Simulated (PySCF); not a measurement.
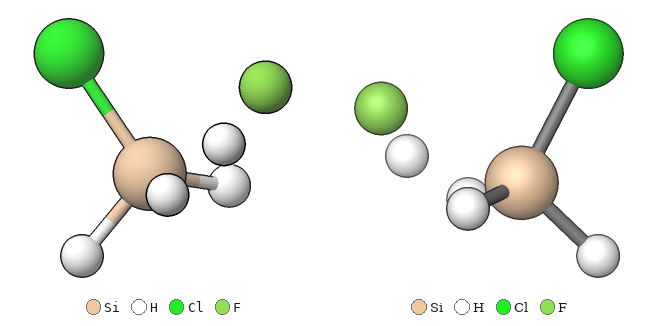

Figure made from data computed with PySCF.

Two views of one molecule.

Geometry: start.

What does the picture show?

It has 7 atoms: 1 chlorine, 1 fluorine, 4 hydrogen and 1 silicon (ClFH₄Si). Judged by distances it falls into 4 fragments: ClH2Si, H, H, F. Coordination: 1 Si trigonal pyramidal.
